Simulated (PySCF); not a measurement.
System: C4H14Si2 (SMILES C[SiH2][SiH2]C(C)C).

Input file:

```
{"job": {"kind": "nmr", "xc": "PBE0", "basis": "pcSseg-1"}, "charge": 0, "multiplicity": 1}
C      2.549065     0.907087     1.333583
Si     1.753807     1.417772    -0.317890
Si     0.422268    -0.277310    -1.162857
C     -0.988822    -0.752491     0.045286
C     -1.859955    -1.869796    -0.520121
C     -1.851327     0.459305     0.385827
H      1.798187     0.726287     2.097909
H      3.127788    -0.005594     1.221364
H      3.218628     1.674984     1.710049
H      1.035653     2.680435    -0.077853
H      2.846275     1.758198    -1.241275
H      1.169345    -1.517322    -1.435510
H     -0.215536     0.085399    -2.438813
H     -0.544935    -1.119840     0.978174
H     -1.264452    -2.751505    -0.746122
H     -2.347171    -1.545233    -1.437315
H     -2.634463    -2.155196     0.191908
H     -1.260180     1.243754     0.854812
H     -2.653376     0.183848     1.070674
H     -2.305946     0.867896    -0.514866
```

Launched as:

```sh
OMP_NUM_THREADS=1 python probes_run.py task.json out
```

Geometry: GFN2-xTB.

All numbers below come from PySCF 2.14.0, PBE0/pcSseg-1, SCF density, gas phase, non-relativistic.

**Predict the electron density and electron localisation function between the atoms.**

C–C (1.53 Å): the density is about 1.6 e/Å³ at the midpoint; the ELF peaks at about 0.95 between the atoms: a shared electron pair.
C–H (1.09 Å): ρ is about 1.9 e/Å³ halfway; the ELF climbs to about 1 towards the hydrogen, as it does in any bond to H; a covalent bond by its length.

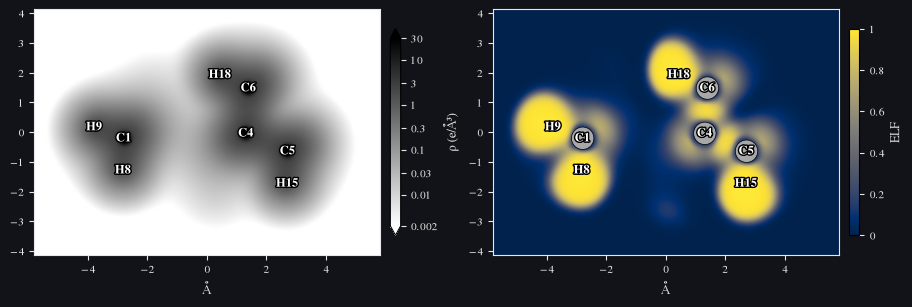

Computed electron density and electron localisation function on the plane of atoms C4, C5 and H15, in this order. Grey discs cover the atomic cores in the ELF map. 
